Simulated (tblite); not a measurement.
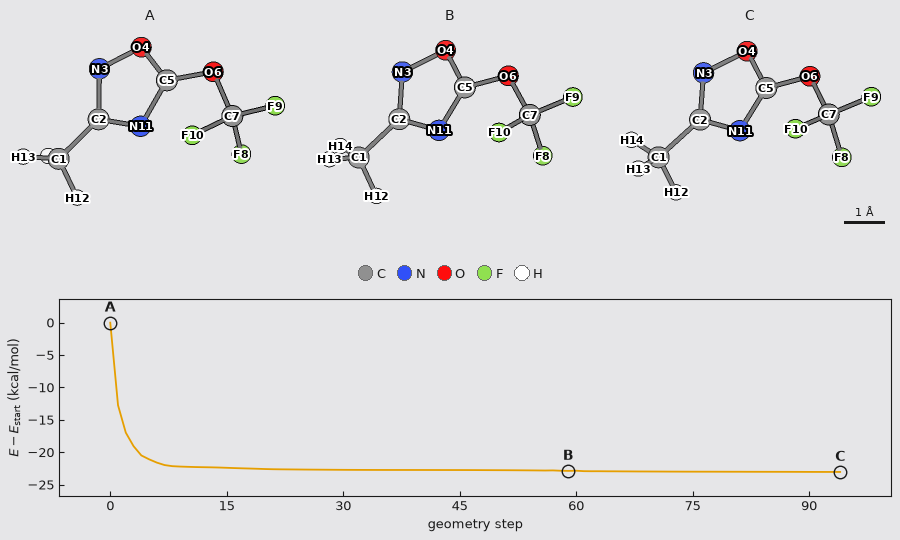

Frames of a relaxation of C$_{4}$H$_{3}$F$_{3}$N$_{2}$O$_{2}$, marked on the history of the run. The picture is a ball-and-stick view, seen at a tilt.

Computed with tblite 0.8.0, GFN2-xTB geometry optimisation, gas phase. 

What happens along the run?

Answer. The atom that moves furthest after the best rigid fit is H14 (0.68 Å). Largest moves by element: H 0.68 Å, F 0.30 Å, C 0.20 Å, O 0.19 Å, N 0.18 Å. Among the contacts that change: O6–C7 1.426 → 1.347 Å, C5–N11 1.359 → 1.286 Å, C7–F10 1.394 → 1.329 Å, C2–N3 1.360 → 1.299 Å. Among the angles between lasting bonds that change: O4–C5–O6 127.9° → 117.0°, O4–C5–N11 106.8° → 114.5°, O6–C7–F8 106.3° → 113.0°. Groups turn about C1–C2 by about 40°. The energy falls by 23.0 kcal/mol in 94 geometry steps. The run took 0.96 s on 1 thread of Arm Neoverse N1 (shared host). From step 0 to 59: H atoms move most (0.34 Å), energy −22.9 kcal/mol. From step 59 to 94: H atoms move most (0.36 Å), energy −0.16 kcal/mol.
